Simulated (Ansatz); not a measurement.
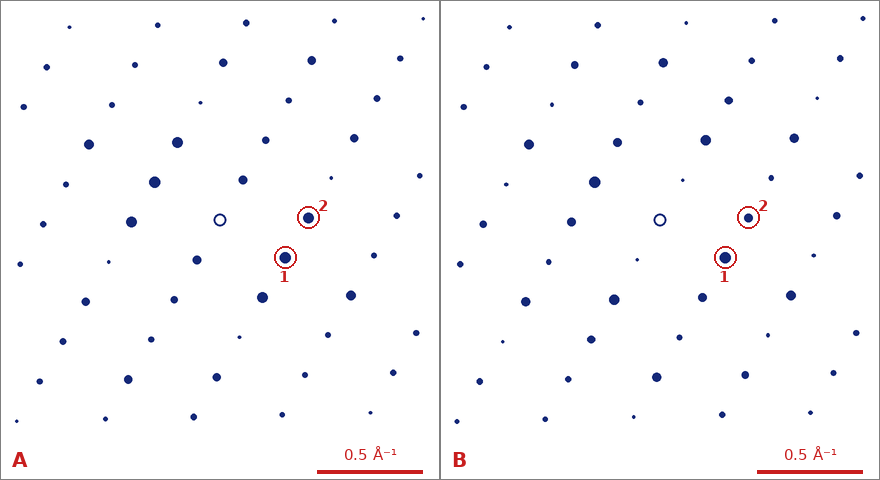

Kinematic electron diffraction patterns (200 kV, B = 0.5 Å², same scale) along [1-10] of the run's own cell, for the start and the end of one relaxation of LuSi2N2 with DFT, PAW plane waves, lda, spin-orbit (Ansatz). k mesh 5×5×5. The start is a generated model structure, and the relaxation ends in the nearest stationary point of its symmetry, not necessarily the ground state. Spot 1 is -1 -1 -1 and spot 2 is -1 -1 -2 in both.

Start structure:

```
N Lu Si
1.0
     0.00000    3.89987    0.00000
     3.89987    0.00000    0.00000
     1.94994    1.94994   -4.53128
N Lu Si
2 1 2
Direct
  0.75000 0.25000 0.50000
  0.25000 0.75000 0.50000
  0.00000 0.00000 0.00000
  0.37500 0.37500 0.25000
  0.62500 0.62500 0.75000
```

### Which pattern belongs to the start structure, and which to the relaxed one?

A is the start: its cell gives d(1) = 2.758 Å, d(2) = 2.356 Å and an angle of 31.3°. The spot positions hardly differ, so the intensities decide: those computed from the start structure match A, and B is the relaxed structure.

### Name reflections whose intensity changes strongly on relaxation.

0 0 1 goes from 36 to 0.11 % of the strongest spot; 0 0 4 goes from 35 to 7 % of the strongest spot; 0 0 2 goes from 18 to 67 % of the strongest spot.

### What did the relaxation do to the structure and the energy?

The cell was held fixed; with the mean shift removed, the atoms moved by up to 0.50 Å relative to the cell (Si most); the space group stayed I4/mmm (No. 139); the free energy fell by 340 meV an atom.
